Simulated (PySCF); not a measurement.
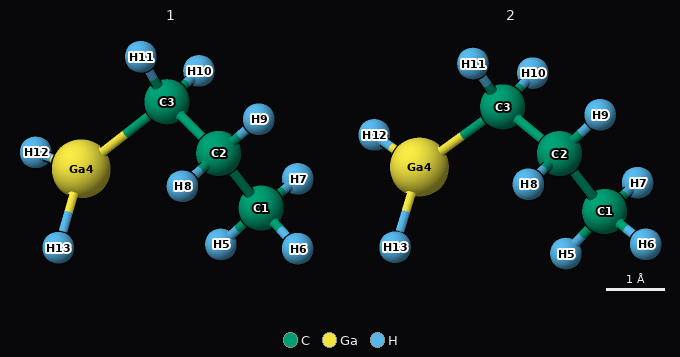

Two geometries of C3H9Ga, drawn at one scale. One is the start of a relaxation, the other its converged end. Style: ball-and-stick. Shown at a tilt.

All numbers below come from PBE0-D3(BJ)/def2-SVP geometry optimisation, gas phase in PySCF. 

Which of the two is the end point?

Structure 2 is the relaxed one. The start comes from GFN2-xTB. Its atoms were then displaced at random by about 0.01 Å. Over 7 geometry steps the energy falls by 16.1 kJ/mol. The largest move after the best rigid fit is that of H12, 0.31 Å. By element the largest moves are H 0.31 Å, C 0.12 Å, Ga 0.05 Å. Near-neighbour distances that change, for instance: C3–Ga4 2.077 → 1.977 Å, Ga4–H13 1.609 → 1.579 Å, C1–H7 1.076 → 1.102 Å, C1–H6 1.122 → 1.101 Å. Among the angles between lasting bonds that change: C2–C3–Ga4 108.6° → 115.2°, C3–Ga4–H12 127.6° → 121.1°, Ga4–C3–H11 110.2° → 105.3°.
